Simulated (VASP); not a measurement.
## Ag (Silver): cell size against the level of theory

Which functional gives the lattice of Ag (Silver) as experiment finds it, and is a dearer one worth its cost? The levels: PBE, LDA, r2SCAN and PBE + D3(BJ). The start is a cell from a database of measured crystal structures.

Calculated with VASP 6.6.1; PBE; plane waves and PAW (Ag), in the first sound run; inputs show where later runs differ.

**Measured values to reproduce.**

For Ag, fcc (bulk crystal), “Polycyclic aromatic chains on metals and insulating layers by repetitive [3+2] cycloadditions” (2020, pmc:7083871) quotes earlier work: lattice constant a (cubic lattice constant, quoted experimental value used to build the …) 4.085 Å [literature experimental value quoted as input for the DFT slab; source and temperature …].

This is a report of a sequence of runs, with most program output left out.

## Step 1: Starting point

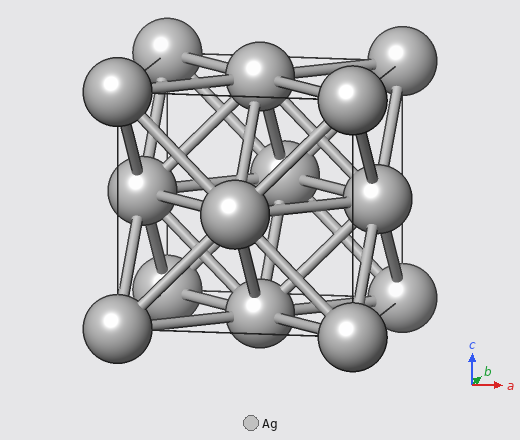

The starting structure, seen slightly off an axis (silver light grey). This picture shows the conventional cell, with its axes. Some periodic images of atoms are drawn too.

## Step 2: Relaxation with PBE

Properties are meant for the cell that this level of theory prefers, so cell and atoms are relaxed first (ISIF = 3) until forces and stress are small; EDIFFG sets the threshold. PBE, the usual starting point, adds the gradient of the density.

Input file INCAR:

```
SYSTEM = Ag
PREC = Accurate
ENCUT = 520
EDIFF = 1E-06
NELM = 100
ISMEAR = -1
SIGMA = 0.05
LREAL = .FALSE.
ALGO = Normal
GGA = PE
NBANDS = 11
LASPH = .TRUE.
LORBIT = 11
LWAVE = .FALSE.
LCHARG = .FALSE.
KPAR = 2
IBRION = 2
NSW = 60
ISIF = 3
EDIFFG = -0.01
```

Input file POSCAR:

```
Ag
1.0
    0.0000000000      2.0430000000      2.0430000000
    2.0430000000      0.0000000000      2.0430000000
    2.0430000000      2.0430000000      0.0000000000
Ag
1
Direct
    0.0000000000      0.0000000000      0.0000000000
```

Input file KPOINTS:

```
Automatic mesh
0
Gamma
11 11 11
0 0 0
```

The projector-augmented-wave data sets are Ag (PBE family, release 64).

Started as:

```bash
$ mpirun -np 2 vasp_std
```

Wall time 20 s (2 MPI ranks of AMD EPYC 7R43, shared host); peak memory 0.23 GiB; 38 s of CPU time.

This run has no spin polarisation. Its electron count is odd, so without a moment it is a metal by construction. The k-mesh is coarse for a metal. The run keeps the 48 symmetry operations of its start, so it cannot find a distortion of lower symmetry.

Step by step:

| step | energy less that of the first step (eV) | largest force (eV/Å) | pressure (GPa) | volume (Å³) |
| --- | --- | --- | --- | --- |
| 1 | 0.0000 | 0.0000 | 4.21 | 17.05 |
| 2 | -0.0068 | 0.0000 | -1.83 | 18.18 |
| 3 | -0.0091 | 0.0000 | 0.03 | 17.78 |

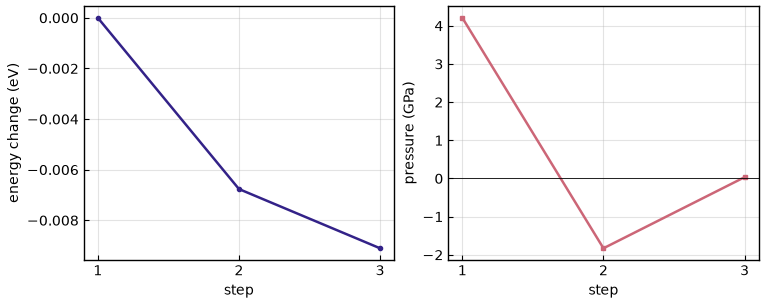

Energy and pressure along the relaxation.

```csv
"conventional cell, symmetrised",before,after,change
a (Å),4.086,4.143,+1.4 %
b (Å),4.086,4.143,+1.4 %
c (Å),4.086,4.143,+1.4 %
volume (Å³/atom),17.05,17.78,+4.3 %
```

The relaxed structure:

```cif
data_structure
_symmetry_space_group_name_H-M 'P 1'
_symmetry_Int_Tables_number 1
_cell_length_a 2.9298
_cell_length_b 2.9298
_cell_length_c 2.9298
_cell_angle_alpha 60.000
_cell_angle_beta 60.000
_cell_angle_gamma 60.000
_cell_volume 17.78
loop_
_atom_site_label
_atom_site_type_symbol
_atom_site_fract_x
_atom_site_fract_y
_atom_site_fract_z
_atom_site_occupancy
Ag1 Ag 0.00000 0.00000 0.00000 1
```

This step gave:

* electrons: 11
* bands: 11
* irreducible k points: 56
* symmetry operations: 48
* free energy (TOTEN): -2.720 eV
* energy at zero smearing: -2.718 eV
* Fermi energy: 8.126 eV
* pressure: 0.03295 GPa
* metallic: yes
* SCF cycles over all ionic steps: 24

It ends with forces that vanish by symmetry and a pressure of 0.03 GPa. The volume lies +4.3 % from that of the database's start. The conventional cell has a = 4.143 Å.

## Step 3: Relaxation with LDA

This step: LDA; plane waves and PAW (Ag) (VASP 6.6.1).

LDA, the lowest rung, knows the local density alone.

Changes to INCAR since step 2:

```diff
@@ -9,3 +9,3 @@
 ALGO = Normal
-GGA = PE
+GGA = CA
 NBANDS = 11
```

POSCAR is that of step 2.

KPOINTS is that of step 2.

Started as:

```bash
$ mpirun -np 2 vasp_std
```

Run time: 14 s. Hardware: 2 MPI ranks; peak memory 0.2 GiB; 27 s of CPU time.

The PAW data sets were made with PBE, though LDA sets exist; this is a small mismatch.

Relaxation path:

```csv
step,energy less that of the first step (eV),largest force (eV/Å),pressure (GPa),volume (Å³)
1,0.0000,0.0000,-7.43,17.05
2,-0.0057,0.0000,8.60,15.18
3,-0.0264,0.0000,-0.07,16.00
```

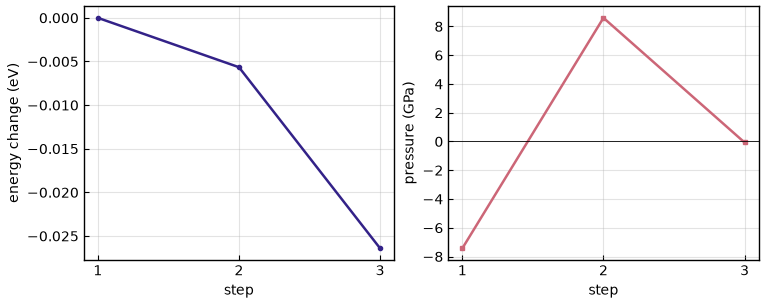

Energy and pressure along the relaxation.

```
conventional cell, symmetrised  before  after  change
                         a (Å)   4.086  4.000  -2.1 %
                         b (Å)   4.086  4.000  -2.1 %
                         c (Å)   4.086  4.000  -2.1 %
              volume (Å³/atom)   17.05  16.00  -6.2 %
```

The relaxed structure:

```
Ag
1.0
     0.00000    2.00020    2.00020
     2.00020    0.00000    2.00020
     2.00020    2.00020    0.00000
Ag
1
Direct
  0.00000 0.00000 0.00000
```

Numbers from this step:

* free energy (TOTEN): -3.824 eV
* energy at zero smearing: -3.823 eV
* Fermi energy: 9.127 eV
* pressure: -0.06908 GPa

It ends at 16.00 Å³/atom, -6.2 % from the start, with -0.07 GPa left. The conventional cell has a = 4.000 Å.

## Step 4: Relaxation with r2SCAN

This step: r2SCAN; plane waves and PAW (Ag) (VASP 6.6.1).

r2SCAN adds the kinetic-energy density, costs more than a GGA and is run with LASPH.

Changes to INCAR since step 3:

```diff
@@ -9,5 +9,5 @@
 ALGO = Normal
-GGA = CA
+METAGGA = R2SCAN
+LASPH = .TRUE.
 NBANDS = 11
-LASPH = .TRUE.
 LORBIT = 11
```

POSCAR is that of step 3.

KPOINTS is that of step 3.

Started as:

```bash
$ mpirun -np 2 vasp_std
```

The job ended after 84 s (2 MPI ranks; peak memory 0.23 GiB; 2.8 min of CPU time).

The PAW data sets were made with PBE, which is usual practice but a small mismatch for other functionals.

Step by step:

```csv
step,energy less that of the first step (eV),largest force (eV/Å),pressure (GPa),volume (Å³)
1,0.0000,0.0000,1.37,17.05
2,-0.0004,0.0000,-0.86,17.42
3,-0.0008,0.0000,0.04,17.26
```

```csv
"conventional cell, symmetrised",before,after,change
a (Å),4.086,4.103,+0.4 %
b (Å),4.086,4.103,+0.4 %
c (Å),4.086,4.103,+0.4 %
volume (Å³/atom),17.05,17.26,+1.2 %
```

The relaxed structure:

```cif
data_structure
_symmetry_space_group_name_H-M 'P 1'
_symmetry_Int_Tables_number 1
_cell_length_a 2.9010
_cell_length_b 2.9010
_cell_length_c 2.9010
_cell_angle_alpha 60.000
_cell_angle_beta 60.000
_cell_angle_gamma 60.000
_cell_volume 17.26
loop_
_atom_site_label
_atom_site_type_symbol
_atom_site_fract_x
_atom_site_fract_y
_atom_site_fract_z
_atom_site_occupancy
Ag1 Ag 0.00000 0.00000 0.00000 1
```

It ends at 17.26 Å³/atom, +1.2 % from the start, with 0.04 GPa left. The conventional cell has a = 4.103 Å.

## Step 5: Relaxation with PBE + D3(BJ)

This step: PBE with D3(BJ); plane waves and PAW (Ag) (VASP 6.6.1).

A dispersion term adds the long-range attraction that semilocal functionals lack. D3 with Becke-Johnson damping keeps a finite attraction at short range.

Changes to INCAR since step 4:

```diff
@@ -9,5 +9,6 @@
 ALGO = Normal
-METAGGA = R2SCAN
+GGA = PE
+IVDW = 12
+NBANDS = 11
 LASPH = .TRUE.
-NBANDS = 11
 LORBIT = 11
```

POSCAR is that of step 4.

KPOINTS is that of step 4.

Started as:

```bash
$ mpirun -np 2 vasp_std
```

Wall time 23 s (2 MPI ranks); peak memory 0.25 GiB; 43 s of CPU time.

Dispersion corrections of this kind ignore metallic screening and tend to overbind metals.

Step by step:

```
step  energy less that of the first step (eV)  largest force (eV/Å)  pressure (GPa)  volume (Å³)
   1                                   0.0000                0.0000           -1.50        17.05
   2                                  -0.0007                0.0000            1.08        16.66
   3                                  -0.0011                0.0000            0.07        16.81
```

| conventional cell, symmetrised | before | after | change |
| --- | --- | --- | --- |
| a (Å) | 4.086 | 4.067 | -0.5 % |
| b (Å) | 4.086 | 4.067 | -0.5 % |
| c (Å) | 4.086 | 4.067 | -0.5 % |
| volume (Å³/atom) | 17.05 | 16.81 | -1.4 % |

The relaxed structure:

```xyz
1
Lattice="0.0000 2.0333 2.0333 2.0333 0.0000 2.0333 2.0333 2.0333 0.0000" Properties=species:S:1:pos:R:3 pbc="T T T"
Ag    0.0000    0.0000    0.0000
```

It ends at 16.81 Å³/atom, -1.4 % from the start, with 0.07 GPa left. The conventional cell has a = 4.067 Å. Against plain PBE, the dispersion term moves a by -1.9 %.

## Step 6: The cells as a table

This step: relaxed cells at several levels; plane waves and PAW (VASP 6.6.1).

Derived from the runs above.

Lengths are those of the conventional cell; cost is the wall time of each run, as given at its step, times its ranks, without the set-up around it. Results by level, by row:

| level | volume (Å³/atom) | change from the start (%) | a (Å) | cost (core minutes) |
| --- | --- | --- | --- | --- |
| PBE | 17.78 | 4.3 | 4.143 | 0.653 |
| LDA | 16 | -6.2 | 4 | 0.473 |
| r2SCAN | 17.26 | 1.2 | 4.103 | 2.8 |
| PBE + D3(BJ) | 16.81 | -1.4 | 4.067 | 0.767 |

## Step 7: What came out

* volume, PBE: 17.78 Å³/atom
* volume, LDA: 16.00 Å³/atom
* volume, r2SCAN: 17.26 Å³/atom
* volume, PBE + D3(BJ): 16.81 Å³/atom

In words: For Ag (Silver) the levels give volumes between 16.00 Å³/atom (LDA) and 17.78 Å³/atom (PBE), a spread of 11.1 %, while the cost of the finished runs spans a factor of 5.9. Within 1 % of experiment on every length: r2SCAN and PBE + D3(BJ). The nearest, r2SCAN, took 3.7 times the core time of PBE + D3(BJ) and lowers the largest miss from 0.45 to 0.43 %. Thermal and zero-point expansion, often some tenths of a per cent in length, bear on this order: with the measured lengths lowered by an assumed 0.4 % the nearest becomes PBE + D3(BJ). The costs hold the number of ionic steps as well as the price of the functional. Adding D3(BJ) to PBE changes the volume by -5.5 % (a by -1.9 %). Pairwise corrections of the D and TS kind ignore the screening in a metal, so they may overbind here. Within 0.02 Å all end in space group Fm-3m; the runs can't lower the symmetry of the start. The k-sampling is coarse for a metal, so the Fermi level, pressures and the shape of the cell carry errors. Each is a single relaxation on the plane waves of the start cell, so larger changes of volume carry a basis-set error that was not tested here.

Calculation against experiment:

| quantity | measured | PBE | LDA | r2SCAN | PBE + D3(BJ) |
| --- | --- | --- | --- | --- | --- |
| lattice constant a (Å) | 4.085 | 4.143 (+1.4 %) | 4.000 (-2.1 %) | 4.103 (+0.4 %) | 4.067 (-0.4 %) |

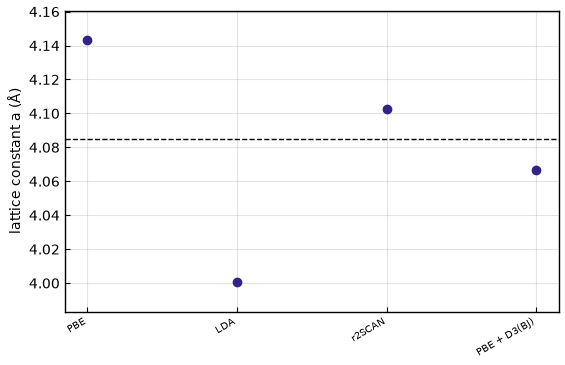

The lattice constant a by level; the dashed line is the measured value.

Measured values from pmc:7083871 (2020).

How well it matches: For the lattice constant a, of the levels listed nearest comes r2SCAN (+0.4 %, good agreement) and farthest LDA (-2.1 %, a clear miss). The grades are ours: good and fair within 0.7 and 1.5 % for the lattice constant a. For lattice constants the calculation has a static lattice, without zero-point motion or thermal expansion.

[Lines on the potential files, build, host, timing and source positions are cut from VASP's logs without a mark.]

[Logs are printed without paths, hosts, clocks, repeated set-up lines and the standing remarks that a program may print on its own settings, such as how far it seeks lower states.]

[Hosts, paths, dates, database ids (printed as entryN), source tags and the programs' standing remarks are cut or masked in the printed files.]

[A measured line is paired with the nearest computed mode of its activity, which favours agreement.]
